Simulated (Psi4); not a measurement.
# GeCl2F2 (SMILES [F][Ge]([F])([Cl])[Cl]): a chain of runs, part 2 of 2

Psi4 1.11. The steps go on from the part before.

### 3 A geometry optimisation at PBE0-D4/def2-TZVP (density fitting) (run 2)

The input, cl2f2ge.dat:

```
memory 4.4 GB

molecule geom {
  F      1.189926    -1.227804     0.479941
  Ge     0.011251    -0.053715     0.000290
  F     -0.926003     0.306136     1.410986
  Cl    -1.249079    -0.880490    -1.502200
  Cl     1.011166     1.712214    -0.642113
  symmetry c1
}

set scf_type df
set geom_maxiter 50
set max_force_g_convergence 0.0002

result, w = optimize('pbe0-d4/def2-TZVP', return_wfn=True)
```

The run is started by

```sh
$ psi4 -n 2 cl2f2ge.dat cl2f2ge.out
```

cl2f2ge.out:

```text
Psi4 1.11 release

gradient() will perform analytic gradient computation.

   => Loading Basis Set <=

    Name: DEF2-TZVP
    Role: ORBITAL
    Keyword: BASIS

   => PBE0-D4(BJ,EEQ)ATM: Empirical Dispersion <=

        a1 =       0.400856
        a2 =       5.029288
       alp =      16.000000
        s6 =       1.000000
        s8 =       1.200655
        s9 =       1.000000
        ga =       3.000000
        gc =       2.000000
        wf =       6.000000

         ---------------------------------------------------------
                                   SCF
                              RKS Reference
                        2 Threads,   4196 MiB Core
         ---------------------------------------------------------

  ==> Geometry <==

    Molecular point group: c1
    Full point group: C1

    Geometry (in Angstrom), charge = 0, multiplicity = 1:

       Center              X                  Y                   Z               Mass
    ------------   -----------------  -----------------  -----------------  -----------------
         F            1.203528774413    -1.269614832212     0.694606457431    18.998403162730
         GE           0.024853774413    -0.095525832212     0.214955457431    73.921177761000
         F           -0.912400225587     0.264325167788     1.625651457431    18.998403162730
         CL          -1.235476225587    -0.922300832212    -1.287534542569    34.968852682000
         CL           1.024768774413     1.670403167788    -0.427447542569    34.968852682000

  Running in c1 symmetry.

  Rotational constants: A =      0.08396  B =      0.05755  C =      0.04852 [cm^-1]
  Rotational constants: A =   2517.10267  B =   1725.38403  C =   1454.51167 [MHz]
  Nuclear repulsion =  607.697184139308888

  Charge       = 0
  Multiplicity = 1
  Electrons    = 84
  Nalpha       = 42
  Nbeta        = 42

  ==> Algorithm <==

  SCF Algorithm Type is DF.
  DIIS enabled.
  MOM disabled.
  Fractional occupation disabled.
  Guess Type is SAD.
  Energy threshold   = 1.00e-08
  Density threshold  = 1.00e-08
  Integral threshold = 1.00e-12

  ==> Primary Basis <==

  Basis Set: DEF2-TZVP
    Blend: DEF2-TZVP
    Number of shells: 64
    Number of basis functions: 184
    Number of Cartesian functions: 211
    Spherical Harmonics?: true
    Max angular momentum: 3

  ==> DFT Potential <==

   => LibXC <=

    Version 7.1.2

   => Composite Functional: PBE0-D4BJEEQATM <=

    PBE0-d4bjeeqatm Hyb-GGA Exchange-Correlation Functional

    Deriv               =              1
    GGA                 =           TRUE
    Meta                =          FALSE

    Exchange Hybrid     =           TRUE
    MP2 Hybrid          =          FALSE

   => Exchange Functionals <=

    0.7500   Perdew, Burke & Ernzerhof

   => Exact (HF) Exchange <=

    0.2500               HF

   => Correlation Functionals <=

    1.0000   Perdew, Burke & Ernzerhof

   => LibXC Density Thresholds  <==

    XC_HYB_GGA_XC_PBEH:  1.00E-15

   => Molecular Quadrature <=

    Radial Scheme          =       TREUTLER
    Pruning Scheme         =           NONE
    Nuclear Scheme         =       TREUTLER

    Blocking Scheme        =         OCTREE
    BS radius alpha        =              1
    Pruning alpha          =              1
    Radial Points          =             75
    Spherical Points       =            302
    Total Points           =         106421
    Total Blocks           =            853
    Max Points             =            256
    Max Functions          =            167
    Weights Tolerance      =       1.00E-15

   => Loading Basis Set <=

    Name: (DEF2-TZVP AUX)
    Role: JKFIT
    Keyword: DF_BASIS_SCF

  ==> Integral Setup <==

  DFHelper Memory: AOs need 0.171 GiB; user supplied 2.704 GiB.
  SCF_SUBTYPE=INCORE selected. In-core MEM_DF algorithm will be used.
  Using in-core AOs.

  ==> MemDFJK: Density-Fitted J/K Matrices <==

    J tasked:                   Yes
    K tasked:                   Yes
    wK tasked:                   No
    Memory [MiB]:              2768
    Algorithm:                 Core
    Schwarz Cutoff:           1E-12
    Mask sparsity (%):       6.9825
    Fitting Condition:        1E-10

   => Auxiliary Basis Set <=

  Basis Set: (DEF2-TZVP AUX)
    Blend: DEF2-UNIVERSAL-JKFIT
    Number of shells: 186
    Number of basis functions: 676
    Number of Cartesian functions: 867
    Spherical Harmonics?: true
    Max angular momentum: 5

  Cached 100.0% of DFT collocation blocks in 0.370 [GiB].

  Minimum eigenvalue in the overlap matrix is 6.8783681886E-03.
  Reciprocal condition number of the overlap matrix is 1.5824135749E-03.
    Using symmetric orthogonalization.

  ==> Pre-Iterations <==

  SCF Guess: Superposition of Atomic Densities via on-the-fly atomic UHF (no occupation information).

   -------------------------
    Irrep   Nso     Nmo
   -------------------------
     A        184     184
   -------------------------
    Total     184     184
   -------------------------

  ==> Iterations <==

                           Total Energy        Delta E     RMS |[F,P]|

[... 1 line left out ...]
   @DF-RKS iter   1: -3195.28745144104914   -2.09888e+00   1.61044e-02 DIIS/ADIIS
[... 2 lines left out ...]
   @DF-RKS iter   4: -3196.61889880951912   -4.40628e-04   9.45493e-04 DIIS/ADIIS
[... 2 lines left out ...]
   @DF-RKS iter   7: -3196.62751959793377   -1.38276e-05   9.63136e-06 DIIS
[... 2 lines left out ...]
   @DF-RKS iter  10: -3196.62752134603761   -1.50976e-09   5.62749e-08 DIIS
[... 2 lines left out ...]
  Energy and wave function converged.
[... 36 lines left out ...]
    Nuclear Repulsion Energy =            607.6971841393088880
[... 2 lines left out ...]
    DFT Exchange-Correlation Energy =    -117.6966192464080052
[... 2 lines left out ...]
    Total Energy =                      -3196.6275213460876330
[... 16 lines left out ...]
 Dipole Z            :          2.1845976           -2.6338995           -0.4493018
[... 123 lines left out ...]
	Measures of convergence in internal coordinates in au.
[... 87 lines left out ...]
    Weights Tolerance      =       1.00E-15
[... 59 lines left out ...]
   @DF-RKS iter   1: -3196.62872362027247    4.62315e-02   1.55578e-04 DIIS/ADIIS
[... 2 lines left out ...]
   @DF-RKS iter   4: -3196.62916489444979   -7.85539e-06   3.90757e-06 DIIS
[... 2 lines left out ...]
   @DF-RKS iter   7: -3196.62916500658412   -3.25144e-09   1.98449e-07 DIIS
[... 2 lines left out ...]
  Energy and wave function converged.
[... 16 lines left out ...]
    Nuclear Repulsion Energy =            616.6173397503224578
[... 2 lines left out ...]
    DFT Exchange-Correlation Energy =    -117.7294639851480156
[... 2 lines left out ...]
    Total Energy =                      -3196.6291650069788375
[... 16 lines left out ...]
 Dipole Z            :          2.1676590           -2.5937908           -0.4261318
[... 92 lines left out ...]
	Measures of convergence in internal coordinates in au.
[... 76 lines left out ...]
    Weights Tolerance      =       1.00E-15
[... 33 lines left out ...]
   @DF-RKS iter   1: -3196.62917151187639    2.49907e-03   1.30274e-05 DIIS
[... 2 lines left out ...]
   @DF-RKS iter   4: -3196.62917445068615   -7.63475e-08   4.93570e-07 DIIS
[... 2 lines left out ...]
   @DF-RKS iter   7: -3196.62917445311632   -4.04725e-11   1.96241e-08 DIIS
[... 8 lines left out ...]
    Final Occupation by Irrep:
[... 10 lines left out ...]
    One-Electron Energy =               -5674.0543138345492480
[... 2 lines left out ...]
    Empirical Dispersion Energy =          -0.0049998860925319
[... 16 lines left out ...]
 Dipole X            :          0.2562078           -0.3140670           -0.0578592
[... 44 lines left out ...]
    Weights Tolerance      =       1.00E-15
[... 54 lines left out ...]
	   Step    Total Energy     Delta E     Max Force     RMS Force      Max Disp      RMS Disp
[... 102 lines left out ...]
                           Total Energy        Delta E     RMS |[F,P]|
[... 3 lines left out ...]
   @DF-RKS iter   2: -3196.62917621196448    1.62739e-07   5.95801e-06 DIIS
[... 2 lines left out ...]
   @DF-RKS iter   5: -3196.62917662363407   -6.41194e-10   6.57658e-08 DIIS
[... 2 lines left out ...]
  Energy and wave function converged.
[... 26 lines left out ...]
    Final Occupation by Irrep:
              A
    DOCC [    42 ]
    NA   [    42 ]
    NB   [    42 ]

  @DF-RKS Final Energy: -3196.62917662368682

   => Energetics <=

    Nuclear Repulsion Energy =            617.1664350612885528
    One-Electron Energy =               -5674.0569475105512538
    Two-Electron Energy =                1977.9972647746380972
    DFT Exchange-Correlation Energy =    -117.7309294131616753
    Empirical Dispersion Energy =          -0.0049995359000549
    VV10 Nonlocal Energy =                  0.0000000000000000
    Total Energy =                      -3196.6291766236868170

Computation Completed

Properties will be evaluated at   0.000000,   0.000000,   0.000000 [a0]

Properties computed using the SCF density matrix

 Multipole Moments:

 ------------------------------------------------------------------------------------
     Multipole            Electronic (a.u.)      Nuclear  (a.u.)        Total (a.u.)
 ------------------------------------------------------------------------------------

 L = 1.  Multiply by 2.5417464519 to convert [e a0] to [Debye]
 Dipole X            :          0.2595465           -0.3154414           -0.0558949
 Dipole Y            :         -0.9401133            1.1276510            0.1875377
 Dipole Z            :          2.1425222           -2.5783499           -0.4358277
 Magnitude           :                                                    0.4777452

 ------------------------------------------------------------------------------------

	total time  =          3 seconds =       0.05 minutes

         ------------------------------------------------------------
                                   SCF GRAD
         ------------------------------------------------------------

  ==> Geometry <==

    Molecular point group: c1
    Full point group: C1

    Geometry (in Angstrom), charge = 0, multiplicity = 1:

       Center              X                  Y                   Z               Mass
    ------------   -----------------  -----------------  -----------------  -----------------
         F            1.181011071052    -1.252014793567     0.683438986038    18.998403162730
         GE           0.025503898241    -0.091927295627     0.209783168684    73.921177761000
         F           -0.899135223572     0.256949295800     1.598539373710    18.998403162730
         CL          -1.218131338644    -0.912704625665    -1.263851000134    34.968852682000
         CL           1.011076527508     1.647645222508    -0.419400215624    34.968852682000

  Nuclear repulsion =  617.166435061288553

   => Molecular Quadrature <=

    Radial Scheme          =       TREUTLER
    Pruning Scheme         =           NONE
    Nuclear Scheme         =       TREUTLER

    Blocking Scheme        =         OCTREE
    BS radius alpha        =              1
    Pruning alpha          =              1
    Radial Points          =             75
    Spherical Points       =            302
    Total Points           =         106368
    Total Blocks           =            860
    Max Points             =            256
    Max Functions          =            168
    Weights Tolerance      =       1.00E-15

  -Total Gradient:
     Atom            X                  Y                   Z
    ------   -----------------  -----------------  -----------------
       1        0.000112905405    -0.000015816477     0.000072173598
       2       -0.000138362430    -0.000230279094     0.000111952796
       3        0.000006968010     0.000050517476     0.000119533685
       4        0.000100607169     0.000080105736     0.000087792440
       5       -0.000019220517    -0.000073736586     0.000054389718

	total time  =          2 seconds =       0.03 minutes

    			-----------------------------------------

    			 OPTKING 3.0: for geometry optimizations

    			        with contributions from

    			-----------------------------------------

	                            ===> Fragment 1 <==

	 Z (Atomic Numbers)          Masses                          Geom
	       9.000000            18.998403          2.23178748 -2.36596506  1.29151251
	      32.000000            73.921178          0.04819538 -0.17371741  0.39643273
	       9.000000            18.998403         -1.69911932  0.48556380  3.02080162
	      17.000000            34.968853         -2.30193461 -1.72476178 -2.38833225
	      17.000000            34.968853          1.91065773  3.11359822 -0.79255154

	 - Coordinate -           - BOHR/RAD -       - ANG/DEG -
	 R(1,2)           =         3.221054           1.704509
	 R(2,3)           =         3.221036           1.704499
	 R(2,4)           =         3.960273           2.095686
[... 18 lines of this table left out ...]
	 O(5,2,3,4)       =        -0.894217         -51.234866

	        --- Internal Coordinate Step in ANG or DEG, aJ/ANG or AJ/DEG ---
	-------------------------------------------------------------------------------
	           Coordinate      Previous         Force          Change          New
	           ----------      --------        ------          ------        ------
	               R(1,2)       1.70451       -0.00040        0.00001       1.70452
	               R(2,3)       1.70450       -0.00038        0.00002       1.70452
	               R(2,4)       2.09569        0.00080        0.00016       2.09585
[... 18 lines of this table left out ...]
	           O(5,2,3,4)     -51.23487        0.00000        0.08385     -51.15102
	-------------------------------------------------------------------------------

	                                 ==> Convergence Check <==

	Measures of convergence in internal coordinates in au.

	Criteria marked as inactive (o), active & met (*), and active & unmet ( ).

	----------------------------------------------------------------------------------------------
	   Step    Total Energy     Delta E     Max Force     RMS Force      Max Disp      RMS Disp
	----------------------------------------------------------------------------------------------
	  Convergence Criteria              o    2.00e-04 *             o             o             o
	----------------------------------------------------------------------------------------------
	     4   -3196.62917662   -2.17e-06 o    9.74e-05 *    4.91e-05 o    2.05e-03 o    1.07e-03 o  ~
	----------------------------------------------------------------------------------------------

Next Geometry in Ang
	Fragment 1 (Ang)

	    F   1.1803749612  -1.2521265015   0.6833024478
	   Ge   0.0258355755  -0.0912345315   0.2092169434
	    F  -0.8991025066   0.2565343234   1.5980755029
	   Cl  -1.2184936119  -0.9136281104  -1.2631593452
	   Cl   1.0117105163   1.6484026234  -0.4189252362

    Final optimized geometry and variables:
    Molecular point group: c1
    Full point group: C1

    Geometry (in Angstrom), charge = 0, multiplicity = 1:

    F            1.181011071052    -1.252014793567     0.683438986038
    GE           0.025503898241    -0.091927295627     0.209783168684
    F           -0.899135223572     0.256949295800     1.598539373710
    CL          -1.218131338644    -0.912704625665    -1.263851000134
    CL           1.011076527508     1.647645222508    -0.419400215624

    Psi4 run time: 0:00:21.41

[set-up sections that repeat, and orbital energies of the middle runs, are left out above]
```

The script printed:

```text
Optimizer: Optimization complete!
```

It took 23 s on 2 threads of Intel Xeon 6975P-C (Granite Rapids), shared host; peak memory 0.95 GiB.

Steps, from the record of the run:

```csv
step,energy from the first frame kept (eV),largest force (eV/Å)
0,0.0000,0.8860
1,-0.0447,0.1308
2,-0.0450,0.0472
3,-0.0450,0.0150
```

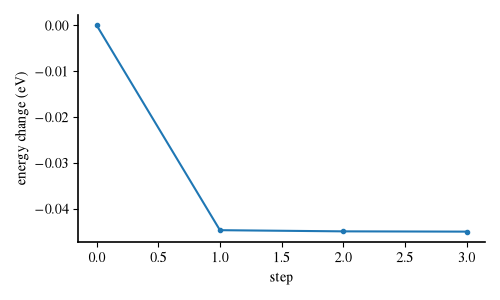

Energy along the run.

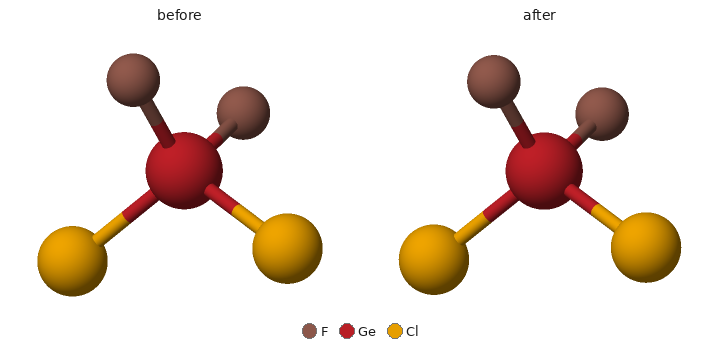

Before and after, at one scale.

After the run. Bond lengths: F1–Ge2 1.705 Å, Ge2–F3 1.704 Å, Ge2–Cl4 2.096 Å, Ge2–Cl5 2.096 Å. Angles: F1–Ge2–F3 106.3°, F1–Ge2–Cl4 109.3°, F1–Ge2–Cl5 109.2°, F3–Ge2–Cl4 109.3°, F3–Ge2–Cl5 109.3°, Cl4–Ge2–Cl5 113.1°.

Runs 3 to 8 aren't shown in full; the table further down has their settings and results.

### 4 The energy at CCSD(T)/def2-TZVPP (density fitting, density fitting for correlation) (run 9)

The input, job.in:

```
memory 4.4 GB

molecule mol {
  0 1
  F
  Ge 1 1.704509
  F 2 1.704498 1 106.29858
  Cl 2 2.095686 3 109.33953 1 117.92088
  Cl 2 2.096029 3 109.25525 1 -117.76117
  symmetry c1
}

set globals {
  basis           def2-TZVPP
  reference       rhf
  scf_type        df
  num_frozen_docc 21
  cc_type         df
}

result, w = energy("ccsd(t)", return_wfn=True)
```

The run is started by

```sh
$ psi4 -n 2 job.in job.out
```

job.out (excerpt; [...] marks lines left out):

```text
[...]
  Running in c1 symmetry.
[...]
  Nuclear repulsion =  617.166507570856083
[...]
  Multiplicity = 1
[...]
  Nalpha       = 42
  Nbeta        = 42
[...]
    Number of basis functions: 194
[...]
   @DF-RHF iter   1: -3192.57576603731013   -3.27996e+00   1.32535e-02 DIIS/ADIIS
[...]
   @DF-RHF iter  12: -3193.53740121193459   -3.18323e-12   3.57618e-09 DIIS
[...]
  @DF-RHF Final Energy: -3193.53740121193459
   => Energetics <=
    Nuclear Repulsion Energy =            617.1665075708560835
    One-Electron Energy =               -5673.8505931809759204
    Two-Electron Energy =                1863.1466843981856982
    Total Energy =                      -3193.5374012119341387
[...]
      * MP2 total energy:                 -3194.650251576249
[...]
      * CCSD total energy:                -3194.673605219249
[...]
      * CCSD(T) total energy               -3194.715184264216
[...]
```

Wall time 4.4 min (2 threads of Intel Xeon 6975P-C (Granite Rapids), shared host); peak memory 0.69 GiB.

### 5 A single-point energy at MP2/def2-QZVPP (density fitting, density fitting for correlation) (run 10)

The input, cl2f2ge.inp:

```
memory 4400 mb

molecule system {
  0 1
  F      2.20608140    -2.28695411     0.88585447
  Ge     0.02248963    -0.09470551    -0.00922564
  F     -1.72482484     0.56457458     2.61514285
  Cl    -2.32763992    -1.64575114    -2.79399031
  Cl     1.88495268     3.19260914    -1.19821108
  units bohr
  symmetry c1
}

set {
  basis def2-QZVPP
  scf_type df
  num_frozen_docc 21
}

energy("mp2")
```

The run is started by

```sh
$ psi4 -n 2 cl2f2ge.inp cl2f2ge.out
```

cl2f2ge.out (excerpt; [...] marks lines left out):

```text
[...]
  Running in c1 symmetry.
[...]
  Nuclear repulsion =  617.166445981607239
[...]
  Multiplicity = 1
[...]
  Nalpha       = 42
  Nbeta        = 42
[...]
    Number of basis functions: 343
[...]
   @DF-RHF iter   1: -3192.53823145610249   -3.20671e+00   8.67467e-03 ADIIS/DIIS
[...]
   @DF-RHF iter  11: -3193.61476503557333   -1.11413e-10   9.04643e-09 DIIS
[...]
  @DF-RHF Final Energy: -3193.61476503557333
   => Energetics <=
    Nuclear Repulsion Energy =            617.1664459816072394
    One-Electron Energy =               -5674.1122453254274660
    Two-Electron Energy =                1863.3310343082466716
    Total Energy =                      -3193.6147650355733276
[...]
```

It took 8.4 s on 2 threads of Intel Xeon 6975P-C (Granite Rapids), shared host; peak memory 1.2 GiB.

### 6 All runs side by side

```csv
run,level,geom maxiter,max force g convergence,energy (Eh),dipole moment (D),HOMO energy (eV),LUMO energy (eV),wall time
1,PBE-D4/def2-SVP (density fitting),60,0.0005,-3195.666474,1.07,-8.43,-3.14,15 s
2,PBE0-D4/def2-TZVP (density fitting),50,0.0002,-3196.629177,1.21,-10.14,-1.88,23 s
3,PBE0-D4/def2-TZVP (density fitting),–,–,-3196.629177,1.21,–,–,2.6 min
4,PBE-D4/def2-TZVPP (density fitting),–,–,-3196.505844,1.13,-8.64,-2.93,9 s
5,r2SCAN-D4/def2-TZVPP (density fitting),–,–,-3197.232741,1.15,-9.05,-2.65,15 s
6,B3LYP-D4/def2-TZVPP (density fitting),–,–,-3197.454546,1.24,-9.84,-2.23,8.7 s
7,PBE0-D4/def2-TZVPP (density fitting),–,–,-3196.629271,1.22,-10.14,-1.88,9 s
8,wB97M-V/def2-TZVPP (density fitting),–,–,-3197.177070,1.22,-12.47,0.23,14 s
9,"CCSD(T)/def2-TZVPP (density fitting, density fitting for correlation)",–,–,-3194.715184,–,-13.59,2.35,4.4 min
10,"MP2/def2-QZVPP (density fitting, density fitting for correlation)",–,–,-3195.077203,–,-13.59,2.00,8.4 s
```

### 7 Results

What follows sums up all 2 parts.

| quantity | value |
| --- | --- |
| run 10, MP2/def2-QZVPP: total energy | -3195.07720 Eh |
| run 10, MP2/def2-QZVPP: HOMO energy (Hartree–Fock orbitals) | -13.59 eV |
| run 10, MP2/def2-QZVPP: LUMO energy (Hartree–Fock orbitals) | 2.00 eV |
| run 10, MP2/def2-QZVPP: HOMO–LUMO gap (Hartree–Fock orbitals) | 15.59 eV |
| run 10, MP2/def2-QZVPP: correlation energy (21 core orbitals frozen) | -1462.4 mEh |

Over runs 3, 4, 5, 6, 7, 8 the dipole moment (its size) runs from 1.13 D (PBE-D4/def2-TZVPP) to 1.24 D (B3LYP-D4/def2-TZVPP). Over runs 4, 5, 6, 7, 8 the HOMO–LUMO gap runs from 5.71 eV (PBE-D4/def2-TZVPP) to 12.70 eV (wB97M-V/def2-TZVPP). Totals of different functionals can't be ranked against each other. All runs together took 8.7 min, the longest 4.4 min.
